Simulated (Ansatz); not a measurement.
The starting structures come from a database of crystals and need not be the phases stable at ambient conditions.

 Where the default PAW files enter, the runs use the earlier of Ansatz's two default sets.

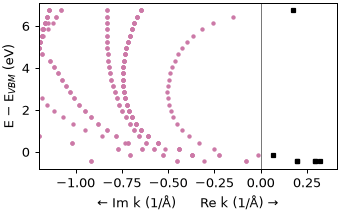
Figure. Complex bands at the centre of the two-dimensional zone; r2SCAN run with Ansatz (an electronic-structure program)

The gap is the functional's own. No spin-orbit coupling. Mid-gap values are interpolated on the energy grid.

Task: This is Cs₂SnF₆ (P-3m1, not sure to be the ambient phase, 9 atoms a cell, 19.1 Å³ an atom) along the normal of (001). Read off the slowest decay at the centre of the two-dimensional zone at 3.15 eV, the computed energy nearest the middle of the gap.

Result: κ ≈ 0.50 1/Å, a decay length 1/(2κ) of the density of 1.00 Å.
